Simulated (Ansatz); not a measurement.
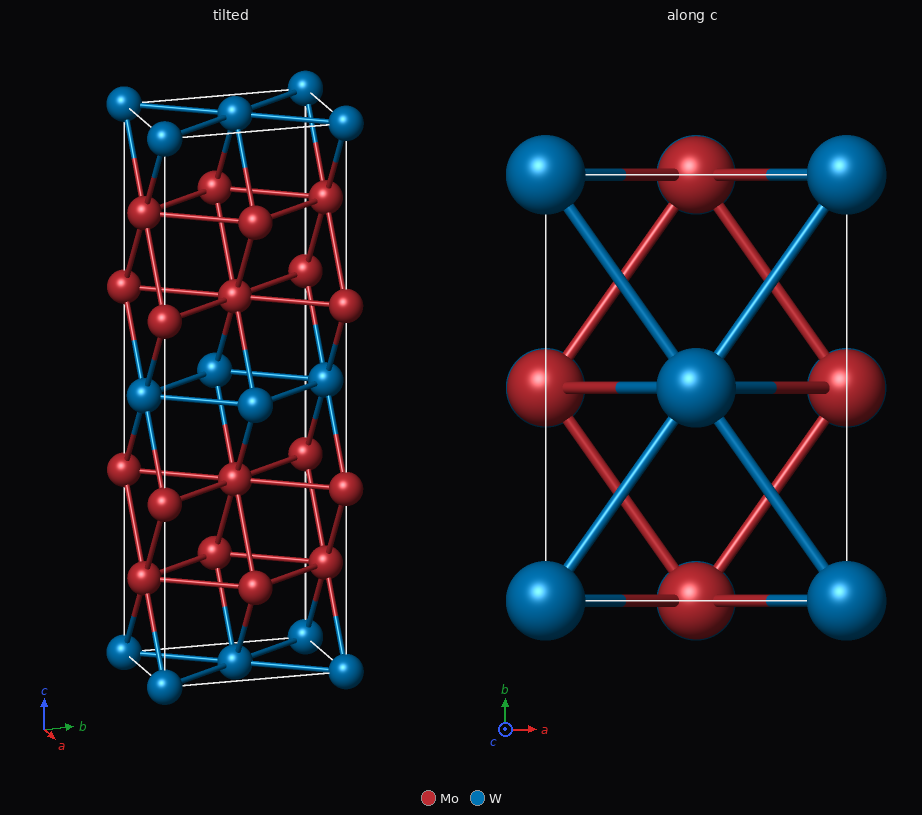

Structure drawing (ball-and-stick), viewed slightly off an axis and along the c axis. The conventional unit cell is outlined; an atom on or near a face, edge or corner is repeated at each equivalent position.

Mo₂W, space group Fmmm (No. 69), a = 3.169 Å, b = 4.484 Å, c = 13.434 Å, α = 90.00°, β = 90.00°, γ = 90.00°. Source of the structure: a structure type filled with these elements by a generator (whether the compound takes this form wasn't checked). Earlier steps of the study may have refined or changed the cell and positions. A calculation with Ansatz used it as input.

This one geometry was computed with Ansatz (DFT, plane waves, PAW) at four levels of theory: PBE with spin-orbit coupling, r2SCAN, PBE and LDA.

Question: Which level gives the highest pressure at this volume, and what does that say about its equilibrium volume?

Answer: Highest: PBE with spin-orbit coupling (0.1 GPa) and PBE (0.0 GPa), which points to the largest equilibrium volume. Lowest, with the smallest volume: LDA (-13.0 GPa). Levels within 0.5 GPa of each other can't be told apart.

Question: How does the band gap change with the level of theory?

Answer: All levels give a metal.

Question: Collect the results in a table.

Answer:
| level | cutoff (eV) | k-mesh of the run's cell | gap (eV) | pressure (GPa) |
| --- | --- | --- | --- | --- |
| PBE with spin-orbit coupling | 420 | 18×18×18 | metal | 0.1 |
| r2SCAN | 500 | 18×18×18 | metal | -3.1 |
| PBE | 420 | 18×18×18 | metal | 0.0 |
| LDA | 420 | 18×18×18 | metal | -13.0 |

Gaps are taken on the k-mesh or band path of each run.
